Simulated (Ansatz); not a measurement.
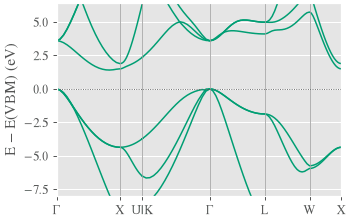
Fig. 1. Band structure from plane-wave PAW r²SCAN (Ansatz code)

**Question.** Read off the gap and where the band edges lie.

**Answer.** About 1.4 eV (1.41 eV by a search for the band edges); maximum at Γ, minimum on the Γ–X line, 83 % of the way from Γ.

**Question.** Which of these materials gives this?
(A) BP, zinc blende
(B) TePb, rock salt
(C) InP, zinc blende
(D) LaAs, rock salt

**Answer.** A, BP, zinc blende

Space group F-43m (zinc blende). Symmetry was held in the r²SCAN relaxation.

Potentials: the later of the program's two PAW sets.
